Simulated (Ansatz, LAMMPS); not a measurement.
## Neighbourhoods of single atoms in liquid furan at 300 K (207 atoms)

Density of this cell: 0.940 g/cm³. The cell holds 207 atoms: 92 C, 23 O and 92 H. Its edges and angles: a = 14.037 Å, b = 14.037 Å, c = 14.037 Å, α = 90.0°, β = 90.0°, γ = 90.0°. 23 furan placed at random, at 0.94 g/cm³; overlaps pushed apart, then 10 ps at 450 K with MMFF94 bonds, angles, torsions, charges and radii (Halgren, J. Comput. Chem. 17, 490 (1996)) in harmonic and 12-6 forms. Snapshot after 20 ps at 300 K and fixed volume.

Method: Kohn-Sham DFT, PBE+D4, PAW (set soft_2), plane waves (Ansatz 0.2.0; cutoff 420 eV, Γ point, fixed occupations), at the geometry as built.

The whole cell was solved; only parts of it are printed.

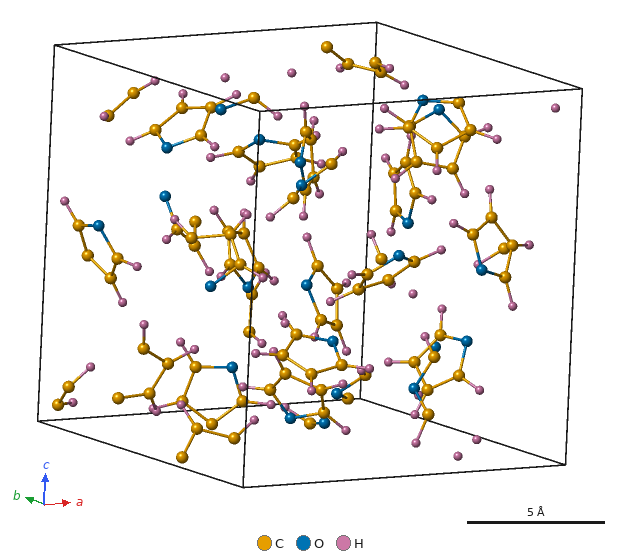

The whole cell (carbon orange, oxygen blue, hydrogen pink). Bonds to atoms that aren't drawn are left out. Some periodic images of atoms are drawn too.

A closer look about C64, which bears the longest force: 46 atoms, nearest first, numbered in the order of the input, with positions taken from that point.

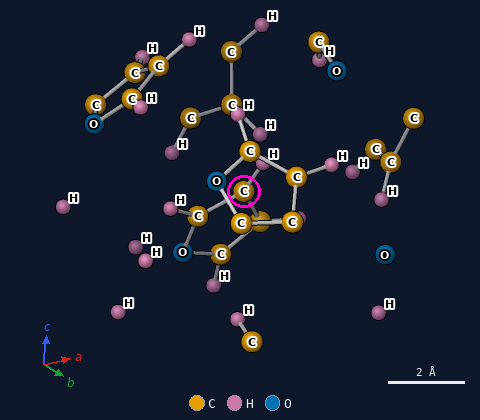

The atoms of the table, within 5.0 Å (arrows a, b, c point along x, y, z); some may hide others; the central atom is ringed.

```tsv
atom	x	y	z	distance (Å)	bonds	Löwdin charge (e)	Fx	Fy	Fz (eV/Å)
C64	0.00	0.00	0.00	0.00	3	-0.19	-2.48	-1.14	-3.35
H69	0.84	-0.38	0.50	1.05	1	0.23	1.10	-0.47	0.69
C65	-0.39	1.34	-0.23	1.42	3	-0.17	-0.16	0.51	0.42
C68	-0.88	-0.76	-0.86	1.44	3	0.04	1.62	-1.31	2.02
C66	-1.56	1.28	-0.97	2.24	3	0.00	0.44	0.20	-0.48
H70	0.20	2.23	0.11	2.24	1	0.19	-0.98	-0.70	-0.25
O67	-1.84	0.00	-1.39	2.31	2	-0.16	0.66	0.54	0.61
H72	-0.97	-1.86	-1.08	2.36	1	0.20	0.20	1.20	0.40
H6	-0.78	1.56	2.47	3.02	1	0.20	-0.54	-1.02	1.02
H71	-2.21	1.95	-1.46	3.29	1	0.22	-0.40	1.12	-0.18
C1	-1.43	1.07	3.26	3.72	3	-0.17	1.83	0.82	-2.16
H51	2.40	2.85	0.46	3.75	1	0.21	0.85	-0.05	0.52
C185	2.29	-2.93	-0.53	3.76	3	0.02	1.66	2.89	1.73
H189	2.00	-3.20	0.49	3.81	1	0.22	-0.04	0.21	-0.41
H133	0.24	-0.15	-3.82	3.83	1	0.24	-1.62	0.23	2.59
C181	3.15	-1.95	-1.04	3.85	3	-0.20	0.73	-0.27	1.65
H186	3.73	-1.23	-0.50	3.96	1	0.20	0.17	0.14	0.62
H126	2.03	0.15	3.46	4.02	1	0.21	0.26	-0.34	-0.12
C164	-0.56	-3.42	2.33	4.17	3	-0.19	-1.09	-0.48	-1.46
C46	2.55	2.92	1.55	4.18	3	-0.19	1.40	-0.52	-0.95
O184	1.73	-3.52	-1.53	4.21	2	-0.15	-1.03	-1.90	-2.01
C163	-1.79	-2.79	2.65	4.24	3	-0.19	-0.20	-0.60	-0.09
O103	3.40	1.88	-1.74	4.25	2	-0.17	-0.15	-0.64	0.08
O121	3.46	-0.96	2.40	4.31	2	-0.20	1.30	0.42	1.72
C5	-2.77	1.10	3.16	4.34	3	0.05	-1.57	0.50	0.41
C165	-0.82	-4.12	1.13	4.35	3	0.00	1.85	0.59	1.31
C122	2.64	-0.76	3.48	4.43	3	0.04	-2.02	1.11	-0.82
H52	0.59	3.90	2.08	4.46	1	0.19	0.83	-0.09	0.06
H169	0.33	-3.35	2.94	4.47	1	0.22	0.48	-0.15	-0.20
H9	-3.51	1.40	2.42	4.48	1	0.22	0.31	0.16	-0.05
C47	1.59	3.50	2.36	4.51	3	-0.19	-2.27	0.51	1.21
C167	-2.67	-3.23	1.71	4.53	3	0.05	-2.21	1.86	0.39
O166	-2.12	-3.94	0.75	4.54	2	-0.17	1.54	-1.37	-0.52
H168	-2.09	-2.11	3.44	4.55	1	0.22	0.25	0.03	0.37
C182	3.25	-2.10	-2.43	4.57	3	-0.19	-2.52	-1.89	0.66
C2	-1.10	0.44	4.47	4.62	3	-0.18	0.94	-0.04	2.64
C183	2.30	-3.07	-2.68	4.68	3	0.01	0.60	0.39	0.11
H170	-0.10	-4.68	0.51	4.71	1	0.20	-0.87	0.12	0.07
C128	0.84	-0.24	-4.64	4.72	3	-0.20	-1.42	-0.96	-0.92
H108	2.24	3.33	-2.59	4.78	1	0.22	0.01	0.37	0.33
H144	-3.75	-2.84	-0.87	4.79	1	0.22	-0.53	-0.36	-0.30
H205	-2.50	-1.74	-3.72	4.81	1	0.22	-0.14	0.55	0.45
H204	-0.45	-3.45	-3.36	4.84	1	0.24	2.15	0.24	2.39
H15	-4.60	1.59	-0.01	4.87	1	0.21	0.96	-0.28	-0.45
C50	3.53	2.46	2.43	4.94	3	0.02	-1.10	-0.52	-1.38
H7	-0.06	0.29	4.96	4.97	1	0.19	-1.81	0.13	-1.04
```

The column of bonds counts only the pairs C-C within 1.82 Å, C-H within 1.34 Å, C-O within 1.73 Å; other neighbours, such as metal atoms beside each other in a compound, aren't counted, and periodic images can show an atom twice.

Local excerpt of 22 atoms (numbers count through the whole input) about O202, one of the 23 O atoms; x, y, z are measured from there.

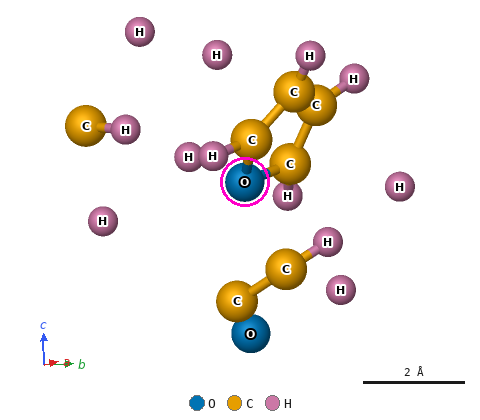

The atoms of the table, within 4.0 Å (arrows a, b, c point along x, y, z); some may hide others; the central atom is ringed.

```tsv
atom	x	y	z	distance (Å)	bonds	Löwdin charge (e)	Fx	Fy	Fz (eV/Å)
O202	0.00	0.00	0.00	0.00	2	-0.19	0.34	-0.34	-1.30
C201	-0.53	1.18	0.39	1.35	3	0.04	-2.44	-0.62	-0.99
C203	1.09	-0.25	0.80	1.37	3	0.04	-0.79	-3.17	-2.54
H207	1.48	-1.22	0.45	1.97	1	0.21	0.62	0.66	0.73
H206	-1.45	1.46	-0.20	2.07	1	0.20	1.25	-0.08	0.92
C200	0.07	1.53	1.53	2.17	3	-0.20	1.18	1.33	0.84
C199	1.19	0.65	1.75	2.21	3	-0.20	-2.22	1.36	-0.41
H150	-1.48	-1.96	1.13	2.71	1	0.19	-1.37	-0.63	0.42
H78	1.52	-0.89	-2.44	3.01	1	0.23	-1.24	0.36	-0.11
H204	1.92	0.73	2.43	3.19	1	0.24	2.15	0.24	2.39
H205	-0.12	2.43	2.08	3.20	1	0.22	-0.14	0.55	0.45
H134	2.08	2.53	-0.20	3.28	1	0.22	-0.48	-0.35	-0.07
C145	-2.51	-2.42	1.26	3.71	3	-0.19	1.29	0.42	-1.28
H196	1.09	-3.46	-0.83	3.72	1	0.21	-0.15	-0.04	-0.57
O94	-2.16	0.89	-2.92	3.74	2	-0.19	0.23	-0.61	-1.51
C73	2.53	-1.18	-2.51	3.76	3	-0.19	-1.07	0.11	0.52
H81	3.48	0.43	-1.38	3.77	1	0.21	0.40	0.37	0.14
H141	-2.78	0.52	2.69	3.91	1	0.21	0.86	-0.93	-1.77
H89	-3.85	0.28	0.70	3.92	1	0.21	-0.94	0.00	-0.21
H63	0.85	-2.50	2.97	3.98	1	0.21	0.21	-0.13	0.32
C77	3.52	-0.49	-1.92	4.04	3	0.02	0.61	0.21	-0.43
H99	-2.07	2.80	-2.06	4.05	1	0.20	-0.37	-0.35	-0.50
```

The column of bonds counts only the pairs C-C within 1.82 Å, C-H within 1.34 Å, C-O within 1.73 Å; other neighbours, such as metal atoms beside each other in a compound, aren't counted, and periodic images can show an atom twice.

The surroundings of C47, picked at random, nearest first, numbered as they follow in the input and with coordinates relative to it.

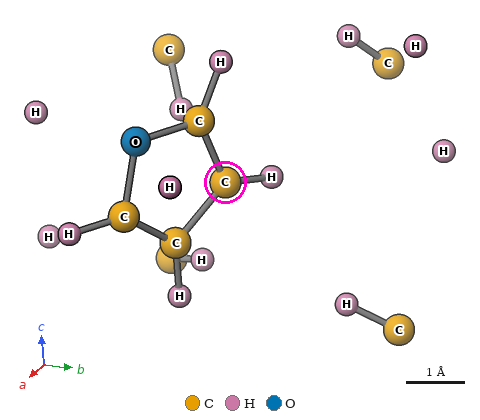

The atoms of the table, within 4.4 Å (arrows a, b, c point along x, y, z); some may hide others; the central atom is ringed.

```tsv
atom	x	y	z	distance (Å)	bonds	Löwdin charge (e)	Fx	Fy	Fz (eV/Å)
C47	0.00	0.00	0.00	0.00	3	-0.19	-2.27	0.51	1.21
H52	-1.00	0.40	-0.28	1.11	1	0.19	0.83	-0.09	0.06
C48	0.36	-0.24	1.30	1.37	3	0.03	-1.30	0.63	0.30
C46	0.96	-0.57	-0.81	1.38	3	-0.19	1.40	-0.52	-0.95
H51	0.82	-0.65	-1.90	2.16	1	0.21	0.85	-0.05	0.52
C50	1.95	-1.04	0.07	2.21	3	0.02	-1.10	-0.52	-1.38
O49	1.52	-0.91	1.34	2.22	2	-0.15	0.14	0.65	1.06
H53	-0.20	0.00	2.22	2.23	1	0.21	0.65	-0.25	-0.18
H70	-1.39	-1.27	-2.25	2.93	1	0.19	-0.98	-0.70	-0.25
H6	-2.37	-1.94	0.11	3.06	1	0.20	-0.54	-1.02	1.02
H61	-0.61	1.86	-2.37	3.07	1	0.22	1.02	-0.76	1.23
H54	2.77	-1.71	0.01	3.25	1	0.23	0.74	-0.28	-0.52
H126	0.44	-3.35	1.11	3.56	1	0.21	0.26	-0.34	-0.12
H160	-3.53	0.83	1.35	3.87	1	0.21	-0.23	-0.34	-0.40
C65	-1.98	-2.16	-2.59	3.91	3	-0.17	-0.16	0.51	0.42
C1	-3.02	-2.42	0.90	3.97	3	-0.17	1.83	0.82	-2.16
C56	-1.02	2.63	-2.94	4.07	3	-0.20	0.22	2.28	-1.70
H159	-2.97	2.79	-0.35	4.09	1	0.23	1.19	0.79	-0.34
H79	-1.41	3.19	2.40	4.23	1	0.23	-1.16	-1.59	-0.99
H69	-0.75	-3.88	-1.86	4.36	1	0.23	1.10	-0.47	0.69
C155	-4.20	1.22	0.58	4.41	3	-0.19	0.29	0.86	-0.73
H34	3.95	0.91	1.76	4.42	1	0.21	0.24	0.20	-0.09
```

The column of bonds counts only the pairs C-C within 1.82 Å, C-H within 1.34 Å, C-O within 1.73 Å; other neighbours, such as metal atoms beside each other in a compound, aren't counted, and periodic images can show an atom twice.

Length of the force by element:

```tsv
element	coordination	atoms	mean length of the force (eV/Å)	spread	least	most
C	all	92	1.99	0.949	0.217	4.32
H	all	92	1.07	0.631	0.235	3.22
O	all	23	1.37	0.557	0.375	2.95
```

Löwdin charges by element (they lack the spilled electrons, 0.040 e an atom on average):

```tsv
element	coordination	atoms	mean charge (e)	spread	least	most
C	all	92	-0.0803	0.111	-0.213	0.0527
H	all	92	0.213	0.0123	0.18	0.241
O	all	23	-0.176	0.0164	-0.202	-0.139
```

The force components of 1.0 eV/Å r.m.s. hold both thermal displacement and the mismatch between the potential that made the cell and DFT, above all in bond lengths inside molecules. The network of contacts between molecules at the start is that of the classical potential that made the cell, and needn't be the one that DFT or experiment would give. The density was typed from a rule of thumb and may lie off the real one at this temperature. Only the Γ point is sampled, in a cell whose shortest periodic width is 14 Å. The Löwdin charges lack the electrons that the projection spills, 0.040 e an atom on average.

[Logs are printed without paths, hosts, clocks, repeated set-up lines and the standing remarks that a program may print on its own settings, such as how far it seeks lower states.]

[Hosts, paths, dates, database ids (printed as entryN), source tags and the programs' standing remarks are cut or masked in the printed files.]

[The MMFF94 radii named for the starting cell were scaled by 0.96; in molecules described by MMFF94, hydrogen bound to N, O or S took a small fixed 12-6 site in their place.]
